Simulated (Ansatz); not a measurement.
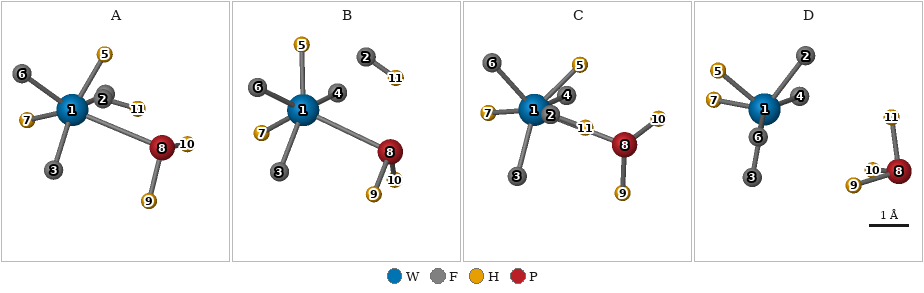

4 geometries from a converged minimum-energy path of WPH5F4, made up at the start of WH$_{2}$F$_{4}$ and PH3, shuffled. A ball-and-stick model, seen from a free direction.

All numbers below come from RKS PBE/def2-SVP in Ansatz. Settings: 5 movable images; climbing image; force threshold 0.05 eV/Å; iteration limit 60; starting path through a guess of the saddle point.

### One of them is the converged climbing image. Which?

B. In order along the path, whose images run from 0 to 6: D (image 0, 0.00 eV), B (image 3, +1.84 eV), A (image 5, +1.48 eV), C (image 6, +1.36 eV). Breaking: P8–H11 (1.44 → 2.18 at the top → 2.08 Å), W1–F2 (1.88 → 2.71 at the top → 2.48 Å). Forming: F2–H11 (2.77 → 0.96 at the top → 0.98 Å), W1–P8 (3.92 → 2.56 at the top → 2.58 Å).

Limits of the set-up: the start holds two separate molecules, 2.8 Å apart at their closest, whose relative position is a soft coordinate and is computed without a dispersion correction.

The run took 3.9 min on 4 threads of Arm Neoverse V1, on a shared host, peak memory 0.31 GiB.
